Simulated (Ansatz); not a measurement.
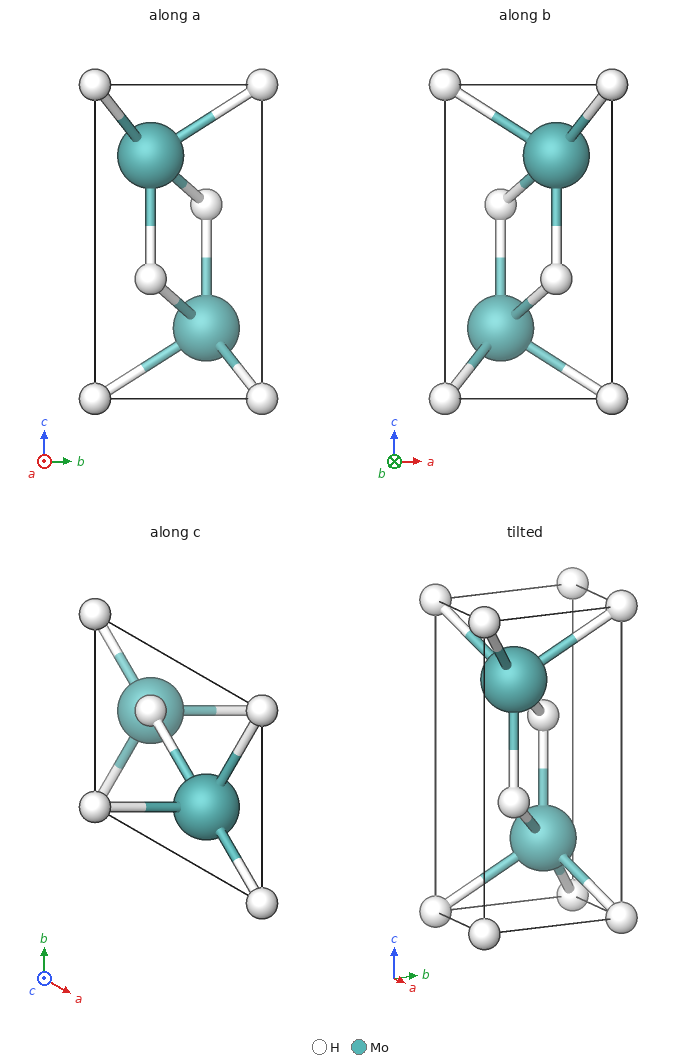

Drawn in the ball-and-stick manner and seen along the a axis, along the b axis, along the c axis and slightly off an axis. One conventional unit cell is framed, with atoms on its boundary repeated.

Lattice parameters: a = 3.0241 Å, b = 3.0241 Å, c = 4.9262 Å, α = 90.000°, β = 90.000°, γ = 120.000°.

Transcribe the picture into a CIF with its space group and independent sites, with free fractional coordinates to two decimals.

Answer.
```cif
data_structure
_symmetry_space_group_name_H-M 'P -3 m 1'
_symmetry_Int_Tables_number 164
_cell_length_a 3.0241
_cell_length_b 3.0241
_cell_length_c 4.9262
_cell_angle_alpha 90.000
_cell_angle_beta 90.000
_cell_angle_gamma 120.000
_cell_volume 39.02
loop_
_atom_site_label
_atom_site_type_symbol
_atom_site_symmetry_multiplicity
_atom_site_Wyckoff_symbol
_atom_site_fract_x
_atom_site_fract_y
_atom_site_fract_z
_atom_site_occupancy
H1 H 2 d 0.6667 0.3333 0.38 1
H2 H 1 a 0.00 0.00 0.00 1
Mo1 Mo 2 d 0.6667 0.3333 0.77 1
```

Origin of the cell: a structure type filled with these elements by a generator (whether the compound takes this form wasn't checked). Earlier steps of the study may have refined or changed the cell and positions. It was run through Ansatz as a DFT input.
